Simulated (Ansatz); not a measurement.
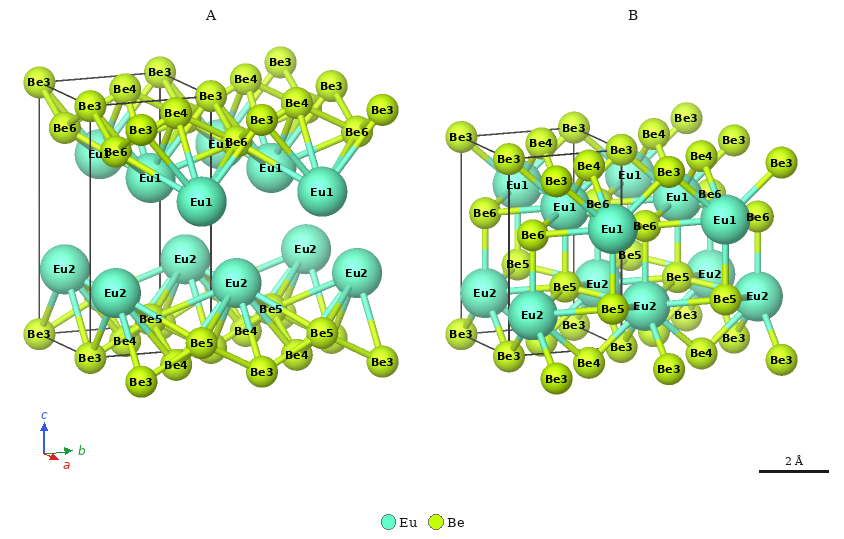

Two geometries of solid EuBe2 (a generated structure, set up in P4/nmm) (coarse preliminary run), drawn at one scale. One is the start of a relaxation, the other its converged end. The picture is a ball-and-stick view of the cell of the calculation, repeated 2 × 2 × 1 with one cell outlined, seen slightly off an axis.

These are results of Ansatz, DFT PBE, scalar-relativistic, plane waves, PAW, not measurements. (plane-wave cutoff 420 eV; k-point mesh 6 × 6 × 4; occupations gaussian; smearing width 0.1 eV; collinear spin; cell and atoms relaxed; force threshold 0.04 eV/Å; at most 70 steps)

**Which of the two is the end point?**

Structure A is the relaxed one. The largest moves relative to the cell, 1.48 Å, are those of Be5 and Be6. Be6 goes along +c. Largest moves by element: Be 1.48 Å, Eu 0.30 Å. Cell: a = b 3.587 → 3.844 Å (+7.2 %), c 5.908 → 7.541 Å (+27.6 %). Volume +46.6 %. Some distances before and after: Eu1–Be5 2.393 → 4.235 Å, Eu1–Be3 2.381 → 2.997 Å, Be3–Be5 2.649 → 2.170 Å, Eu1–Be6 2.565 → 3.010 Å. Bonds break, among them: Eu1–Be5 (2.39 → 4.24 Å), Eu2–Be6 (2.39 → 4.24 Å). Among the angles between lasting bonds that change: Eu1–Be5–Eu2 81.4° → 115.4°, Eu2–Be5–Eu2 162.8° → 129.1°, Eu1–Be4–Eu1 97.8° → 79.8°. The space group stays P4/nmm (No. 129). Over 11 accepted moves (13 points after the start) the energy falls by 1359 meV per atom. Largest force component: 2.5 eV/Å at the start, 0.016 eV/Å at the end. The pressure goes from 38.53 to −0.02 GPa. The SCF was repeated twice at an unchanged geometry on a basis and grid sized afresh for the cell, which shifted the energy by 5.9 meV per atom at most. The run took 6.3 min on 1 thread of Arm Neoverse V2, on a shared host, peak memory 0.49 GiB.

Limits of the set-up: 4f states are treated without a Hubbard U.
